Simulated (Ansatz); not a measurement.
## Molecular dynamics of BF3

The run: molecular dynamics of BF3. Method and program: RKS B3LYP-D4/def2-SVP (Ansatz 0.2.0).

One setting was made poor on purpose. It belongs to a series of runs on one base structure; here: an input spoilt on purpose.

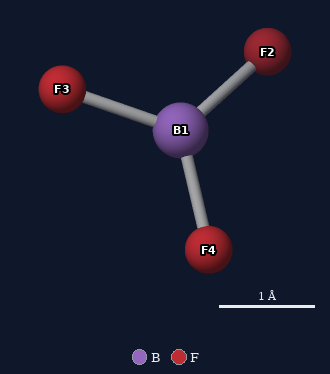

**Figure 1.** The input geometry (ball-and-stick view, seen at a tilt; atoms are numbered from 1 in the order of the input). Bond lengths as drawn: B–F 1.30 to 1.33 Å.

## Input
```yaml
crystal:
  periodic: [false, false, false]
  atoms:
    - { symbol: B, position_ang: [-0.009675, -0.584949, 0.087853] }
    - { symbol: F, position_ang: [-0.830309, -0.422996, 1.118944] }
    - { symbol: F, position_ang: [1.277067, -0.868949, 0.300005] }
    - { symbol: F, position_ang: [-0.490276, -0.577065, -1.121287] }
basis:
  gaussian: { orbitals: def2-SVP }
hamiltonian:
  xc: b3lyp
  dispersion: d4
md:
  timestep: 2.0
  n_steps: 25
  ensemble: nvt_langevin
  initial_velocities: maxwell_boltzmann
  seed: 665979
```

Run as:
```bash
ansatz run input.yaml --threads 1 --pin off --max-ram 2048MiB --backend cpu --events-out ev --progress --plain --runs-dir out
```

## Log
```
Error: invalid value for `md.temperature`: is required — the nvt_* ensembles, npt_langevin and the maxwell_boltzmann velocity draw need a target temperature in K
```

## What the run reported

```json
{"quantity": "outcome", "value": "refused by the program"}
{"quantity": "hardware", "value": "1 thread of Arm Neoverse V2, 24 GiB of memory available, shared host"}
```

## What went wrong

The program refused the input: “invalid value for `md.temperature`: is required — the nvt_* ensembles, npt_langevin and the maxwell_boltzmann velocity draw need a target temperature in K” A deliberately poor setting: bad input.
